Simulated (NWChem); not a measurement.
# One shape, several levels: C2H6Al (SMILES [CH2][AlH][CH3])

We compute a comparison of 3 runs (UHF/def2-SVP, UPBE0/def2-SVP, UBLYP/6-311+G**) of C2H6Al. 

The calculation is run with NWChem 7.3.0.

### Step 1. Starting point

C2H6Al has 9 atoms, charge 0, and is taken as a doublet. SMILES: `[CH2][AlH][CH3]`. Geometry: relaxed at PBE0-D4/def2-TZVP. This is one conformer, not always the lowest.

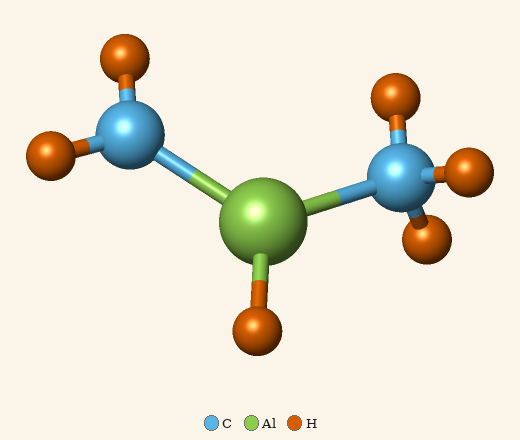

Viewed from a chosen angle; carbon blue, aluminium green, hydrogen orange.

### Step 2. Energy and gradient at UHF/def2-SVP (run 1)

c2h6al.nw reads:

```
start c2h6al
title "C2H6Al gradient"
memory 2200 mb
geometry noautosym nocenter noautoz
 C     -1.001700     0.881800    -1.329500
 Al     0.228900     0.665000     0.139600
 C      0.616200    -1.098800     0.880100
 H     -1.528100     0.061200    -1.816400
 H     -1.257300     1.842300    -1.775500
 H      0.918900     1.966700     0.740100
 H      0.137400    -1.910400     0.327000
 H      1.694000    -1.291300     0.896200
 H      0.280100    -1.162700     1.921100
end
basis spherical bse
 C library def2-SVP
 Al library def2-SVP
 H library def2-SVP
end
scf
 doublet
 uhf
 thresh 1e-08
 maxiter 80
end
task scf gradient
```

The run is started by

```sh
$ nwchem c2h6al.nw > c2h6al.out
```

Output:

```text
[...]
  functions       =    76
[...]
  wavefunction    = UHF
[...]
         Total SCF energy =   -320.972333389866
      One electron energy =   -619.530642544910
      Two electron energy =    209.554161261196
 Nuclear repulsion energy =     89.004147893847
                       Sz =      0.5000
                 Sz(Sz+1) =      0.7500
                      S^2 =      0.7578
[...]
                         UHF ENERGY GRADIENTS
    atom               coordinates                        gradient
                 x          y          z           x          y          z
   1 C      -1.892939   1.666360  -2.512391    0.002659  -0.000956   0.003241
   2 Al      0.432558   1.256668   0.263806   -0.001596  -0.005195  -0.001000
   3 C       1.164449  -2.076431   1.663148   -0.001471   0.003043  -0.002446
   4 H      -2.887690   0.115651  -3.432498   -0.000029  -0.000232   0.000013
   5 H      -2.375952   3.481442  -3.355208    0.000137   0.000275   0.000126
   6 H       1.736469   3.716524   1.398586    0.000460   0.001482   0.000281
   7 H       0.259648  -3.610133   0.617940   -0.000000   0.000455  -0.000011
   8 H       3.201196  -2.440203   1.693572   -0.000242   0.000624  -0.000001
   9 H       0.529312  -2.197184   3.630353    0.000082   0.000502  -0.000203
[...]
```

Run time: 14 s. Hardware: 1 thread of Intel Xeon Platinum 8259CL at 2.50GHz (Skylake/Cascade Lake), shared host; peak memory 0.1 GiB.

### Step 3. Energy and forces at UPBE0/def2-SVP (run 2)

run.xyz reads:

```xyz
9
C2H6Al PBE0
C     -1.001700     0.881800    -1.329500
Al     0.228900     0.665000     0.139600
C      0.616200    -1.098800     0.880100
H     -1.528100     0.061200    -1.816400
H     -1.257300     1.842300    -1.775500
H      0.918900     1.966700     0.740100
H      0.137400    -1.910400     0.327000
H      1.694000    -1.291300     0.896200
H      0.280100    -1.162700     1.921100
```

run.py reads:

```python
from ase.io import read
from ase.calculators.nwchem import NWChem

molecule = read('run.xyz')

calc = NWChem(
    label='run',
    theory='dft',
    memory='2200 mb',
    basis='def2-SVP',
    basispar='spherical bse',
    dft={'xc': 'pbe0', 'mult': '2', 'grid': 'xfine', 'convergence': 'energy 1e-08', 'iterations': '100', 'mulliken': None},
)
molecule.calc = calc

forces = molecule.get_forces()
print(f"energy = {molecule.get_potential_energy():.6f} eV")
print("forces (eV/A):")
for s, f in zip(molecule.symbols, forces):
    print(f"{s:2s} {f[0]:10.5f} {f[1]:10.5f} {f[2]:10.5f}")
```

The run is started by

```sh
$ export ASE_NWCHEM_COMMAND="nwchem PREFIX.nwi > PREFIX.nwo"
$ python run.py
```

Output:

```text
energy = -8757.574513 eV
forces (eV/A):
C     0.17468   -0.01630    0.20667
Al    0.02869    0.01409    0.03029
C    -0.04613    0.21983   -0.08721
H    -0.16933   -0.26189   -0.15776
H    -0.08613    0.30750   -0.14835
H     0.02314    0.04222    0.02185
H    -0.13051   -0.22703   -0.14846
H     0.28714   -0.05703    0.00998
H    -0.08156   -0.02139    0.27295
```

The calculator wrote run.nwi:

```
title "run"

permanent_dir run

scratch_dir run

start run

geometry units angstrom nocenter noautosym noautoz
  C  -1.0017000000000000e+00 8.8180000000000003e-01 -1.3294999999999999e+00
  Al 2.2889999999999999e-01 6.6500000000000004e-01 1.3960000000000000e-01
  C  6.1619999999999997e-01 -1.0988000000000000e+00 8.8009999999999999e-01
  H  -1.5281000000000000e+00 6.1199999999999997e-02 -1.8164000000000000e+00
  H  -1.2573000000000001e+00 1.8423000000000000e+00 -1.7755000000000001e+00
  H  9.1890000000000005e-01 1.9666999999999999e+00 7.4009999999999998e-01
  H  1.3739999999999999e-01 -1.9104000000000001e+00 3.2700000000000001e-01
  H  1.6940000000000000e+00 -1.2912999999999999e+00 8.9620000000000000e-01
  H  2.8010000000000002e-01 -1.1627000000000001e+00 1.9211000000000000e+00
end

memory 2200 mb

basis spherical bse noprint
   * library def2-SVP
end

dft
  xc pbe0
  mult 2
  grid xfine
  convergence energy 1e-08
  iterations 100
  mulliken
end

task dft gradient
```

run.nwo:

```text
Northwest Computational Chemistry Package (NWChem) 7.3.0
             --------------------------------------------------------

           Job information
           ---------------

    nwchem branch   = 7.3.0
    use scalapack   = T
    input           = run.nwi
    prefix          = run.
    data base       = run/run.db
    status          = startup
    nproc           =        1

           Memory information
           ------------------

[... 5 lines left out ...]
    hardfail = no
[... 122 lines left out ...]
          Convergence on energy requested:  1.00D-08
[... 28 lines left out ...]
          total energy or number of iterations.
[... 89 lines left out ...]
      One electron energy =     -619.776136357628
[... 1210 lines left out ...]
          Convergence on energy requested:  1.00D-08
[... 28 lines left out ...]
          total energy or number of iterations.
[... 36 lines left out ...]
                 ----------------------------------------
                 |  Time  |  1-e(secs)   |  2-e(secs)   |
                 ----------------------------------------
                 |  CPU   |       0.01   |       1.53   |
                 ----------------------------------------
                 |  WALL  |       0.01   |       1.53   |
                 ----------------------------------------

 Task  times  cpu:       67.9s     wall:       67.9s
 Total times  cpu:       68.0s     wall:       68.0s
```

Wall time 69 s (1 thread of Intel Xeon Platinum 8259CL at 2.50GHz (Skylake/Cascade Lake), shared host); peak memory 0.14 GiB.

### Step 4. Energy and gradient at UBLYP/6-311+G(d,p) (run 3)

run.xyz, as its differences from that of step 3:

```diff
@@ -1,3 +1,3 @@
 9
-C2H6Al PBE0
+
 C     -1.001700     0.881800    -1.329500
```

run.py reads:

```python
from ase.io import read
from ase.calculators.nwchem import NWChem

atoms = read('run.xyz')

calc = NWChem(
    label='run',
    theory='dft',
    memory='2200 mb',
    basis='6-311+G**',
    basispar='spherical bse',
    dft={'xc': 'becke88 lyp', 'mult': '2', 'grid': 'fine', 'convergence': 'energy 1e-08', 'iterations': '100', 'mulliken': None},
)
atoms.calc = calc

forces = atoms.get_forces()
e = atoms.get_potential_energy()
print(f"E = {e:.6f} eV")
print("forces (eV/A):")
for s, f in zip(atoms.symbols, forces):
    print(f"{s:2s} {f[0]:10.5f} {f[1]:10.5f} {f[2]:10.5f}")
```

The run is started by

```sh
$ export ASE_NWCHEM_COMMAND="nwchem PREFIX.nwi > PREFIX.nwo"
$ python run.py
```

Output:

```text
E = -8766.647492 eV
forces (eV/A):
C    -0.04407    0.02113   -0.05374
Al    0.13020    0.20435    0.11555
C     0.00231   -0.03456    0.00890
H    -0.12712   -0.17247   -0.12233
H    -0.06993    0.21006   -0.11452
H     0.03126    0.07173    0.02633
H    -0.09662   -0.19782   -0.10701
H     0.23880   -0.06515    0.01378
H    -0.06484   -0.03733    0.23304
```

The calculator wrote run.nwi:

```
title "run"

permanent_dir run

scratch_dir run

start run

geometry units angstrom nocenter noautosym noautoz
  C  -1.0017000000000000e+00 8.8180000000000003e-01 -1.3294999999999999e+00
  Al 2.2889999999999999e-01 6.6500000000000004e-01 1.3960000000000000e-01
  C  6.1619999999999997e-01 -1.0988000000000000e+00 8.8009999999999999e-01
  H  -1.5281000000000000e+00 6.1199999999999997e-02 -1.8164000000000000e+00
  H  -1.2573000000000001e+00 1.8423000000000000e+00 -1.7755000000000001e+00
  H  9.1890000000000005e-01 1.9666999999999999e+00 7.4009999999999998e-01
  H  1.3739999999999999e-01 -1.9104000000000001e+00 3.2700000000000001e-01
  H  1.6940000000000000e+00 -1.2912999999999999e+00 8.9620000000000000e-01
  H  2.8010000000000002e-01 -1.1627000000000001e+00 1.9211000000000000e+00
end

memory 2200 mb

basis spherical bse noprint
   * library 6-311+G**
end

dft
  xc becke88 lyp
  mult 2
  grid fine
  convergence energy 1e-08
  iterations 100
  mulliken
end

task dft gradient
```

run.nwo:

```text
Northwest Computational Chemistry Package (NWChem) 7.3.0
             --------------------------------------------------------

           Job information
           ---------------

    nwchem branch   = 7.3.0
    use scalapack   = T
    input           = run.nwi
    prefix          = run.
    data base       = run/run.db
    status          = startup
    nproc           =        1

           Memory information
           ------------------

[... 5 lines left out ...]
    hardfail = no
[... 122 lines left out ...]
          Convergence on energy requested:  1.00D-08
[... 25 lines left out ...]
          total energy or number of iterations.
[... 82 lines left out ...]
      One electron energy =     -620.065331207655
[... 1706 lines left out ...]
          Convergence on energy requested:  1.00D-08
[... 25 lines left out ...]
          total energy or number of iterations.
[... 36 lines left out ...]
                 ----------------------------------------
                 |  Time  |  1-e(secs)   |  2-e(secs)   |
                 ----------------------------------------
                 |  CPU   |       0.01   |       5.86   |
                 ----------------------------------------
                 |  WALL  |       0.01   |       5.86   |
                 ----------------------------------------

 Task  times  cpu:       58.5s     wall:       58.5s
 Total times  cpu:       58.6s     wall:       58.6s
```

Run time: 60 s. Hardware: 1 thread of Intel Xeon Platinum 8259CL at 2.50GHz (Skylake/Cascade Lake), shared host; peak memory 0.13 GiB.

### Step 5. All runs side by side

| run | level | iteration cap | module | energy (Eh) | dipole moment (D) | HOMO energy (eV) | LUMO energy (eV) | wall time |
| --- | --- | --- | --- | --- | --- | --- | --- | --- |
| 1 | UHF/def2-SVP | 80 | scf | -320.972333 | 0.69 | -10.36 | 1.11 | 14 s |
| 2 | UPBE0/def2-SVP | 100 | dft | -321.834930 | 0.82 | -7.07 | -2.62 | 69 s |
| 3 | UBLYP/6-311+G** | 100 | dft | -322.168356 | 0.77 | -5.62 | -3.95 | 60 s |

### Step 6. What came out

```
                                 quantity          value
                      run 3: total energy  -322.16836 Eh
                     run 3: dipole moment         0.77 D
run 3: HOMO energy (highest over α and β)       -5.62 eV
 run 3: LUMO energy (lowest over α and β)       -3.95 eV
                              run 3: ⟨S²⟩          0.752
          run 3: largest force on an atom     0.268 eV/Å
```

What this shows: The dipole moment (its size) runs from 0.69 D (UHF/def2-SVP) to 0.82 D (UPBE0/def2-SVP). Totals of different functionals can't be ranked against each other. All runs together took 2.4 min, the longest 69 s.
